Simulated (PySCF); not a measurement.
System: Cl3H2Si (SMILES Cl[SiH2-](Cl)Cl) (charge −1).

Input file:

```
{"job": {"kind": "sp", "xc": "wB97X", "basis": "ma-def2-TZVP", "d3": "d3bj", "grid": 2}, "charge": -1, "multiplicity": 1}
Cl    -1.108175     1.897236    -0.604550
Si     0.032450     0.021087    -0.242481
Cl    -1.111668    -1.852339     0.099521
Cl     2.272361     0.006232    -0.218329
H      0.033881     0.299182     1.218818
H      0.061699    -0.248647    -1.705139
```

Launched as:

```sh
OMP_NUM_THREADS=1 python redox_run.py task.json out
```

Geometry: PBE0-D3(BJ)/ma-def2-SVP.

All numbers below come from DFT single point, gas phase, functional wB97X (PySCF).

Predict the electron density and electron localisation function between the atoms.

Answer. Si–Cl (2.22 Å): the density is about 0.66 e/Å³ at the midpoint, with its minimum of 0.48 e/Å³ about 0.8 Å from Si; the ELF peaks at about 0.85 between the atoms (a shared but strongly polarised pair).

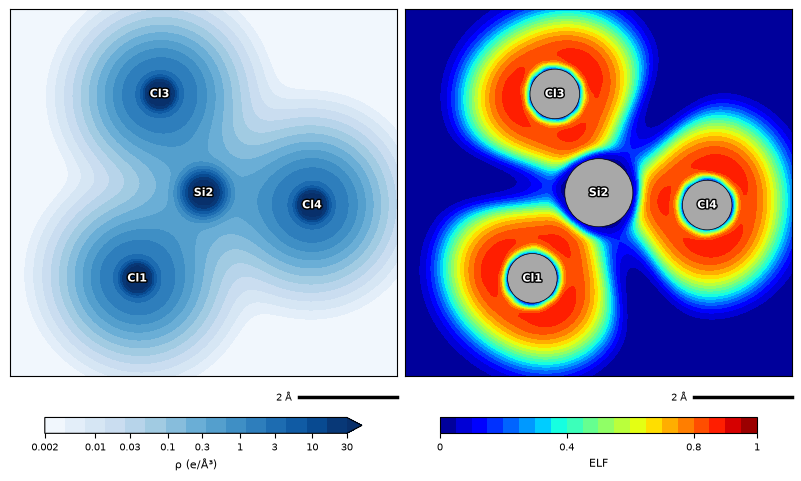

Computed electron density and electron localisation function on the plane of atoms Cl1, Si2 and Cl4, in this order. Grey discs cover the atomic cores in the ELF map. 
